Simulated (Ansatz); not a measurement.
# Fields on a plane of Be2C (antifluorite type, space group Fm-3m)

```xyz
3
Lattice="0.0000 2.1642 2.1642 2.1642 0.0000 2.1642 2.1642 2.1642 0.0000" Properties=species:S:1:pos:R:3 pbc="T T T"
Be     3.2463     3.2463     3.2463
Be     1.0821     1.0821     1.0821
C      0.0000     0.0000     0.0000
```

The slice is a {111} plane (indices of the conventional cell) through the point (0.750, 0.750, 0.750) (fractional), spanned by u = [100] and v = [-1 2 0] in vectors of this cell: u (3.06 Å) and v (5.30 Å, at 90° to u). It covers one period; positions are fractions (u, v).

Atoms on it: Be at (0.00, 0.00); Be at (0.50, 0.50). Other atoms lie within 1 Å of the plane.

Calculation: PBE (plane waves to 420 eV, PAW, scalar-relativistic; Ansatz, a first-principles code). k mesh 13×13×13. These are valence fields of a PAW run, semicore shells included where kept as valence: close to a nucleus they are smooth pseudo fields. Be2C was relaxed with its symmetry unable to fall.

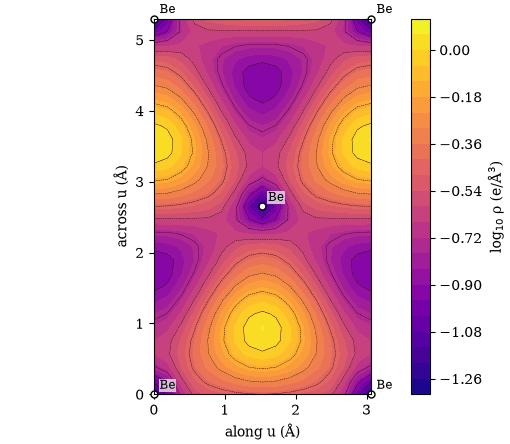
Figure. Log₁₀ of the valence density in e/Å³, one period of the plane, atoms marked. The scale is logarithmic, as a density can span decades between atoms and voids.

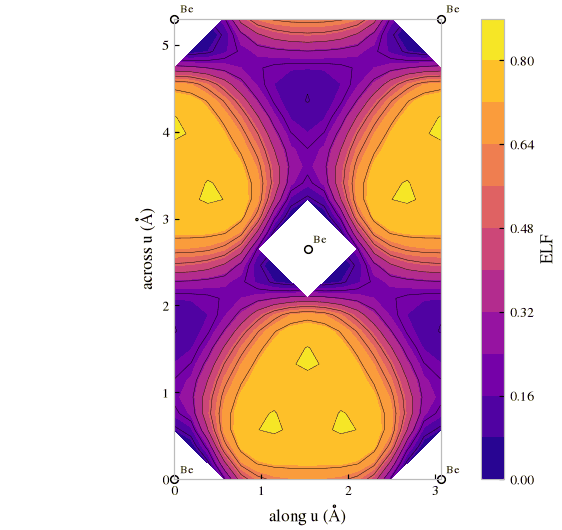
Electron localisation function (ELF), one period of the plane, atoms marked. Points within 0.4 Å of a nucleus are left white, as the pseudised field means little there.
